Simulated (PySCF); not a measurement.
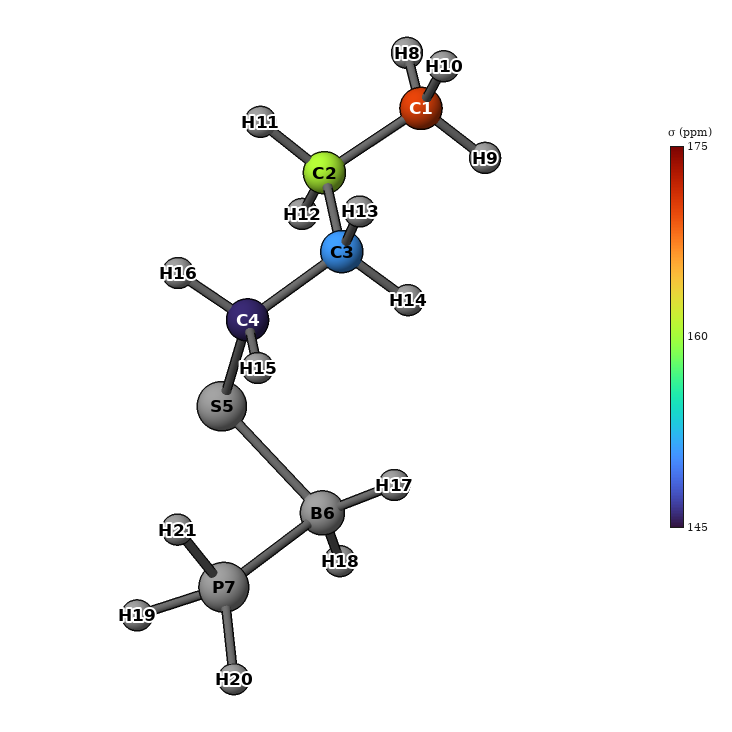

Atoms are coloured by their isotropic NMR shieldings (C only, the others grey). The computed structure is the end point of a GFN2-xTB optimisation. No frequency run is at hand to confirm it as a minimum. Method: GIAO PBE0/pcSseg-1 NMR shielding, non-relativistic, gas phase (PySCF 2.14.0).

Question: Which C atom is the most shielded (lowest chemical shift)?

Answer: C1 (170.1 ppm).

Question: Which C atom is the least shielded (highest chemical shift)?

Answer: C4 (146.0 ppm).

Question: How wide is the range of C shifts?

Answer: 24.1 ppm.

Give the isotropic NMR shieldings of the C atoms atom by atom.

```tsv
atom	σ (ppm)
C1	170.1
C2	160.7
C3	151.0
C4	146.0
```

The geometry is semi-empirical. Around B, P such bond lengths and angles can be off by a tenth of an ångström or more and by several degrees, and values that hang on the shape move with them.
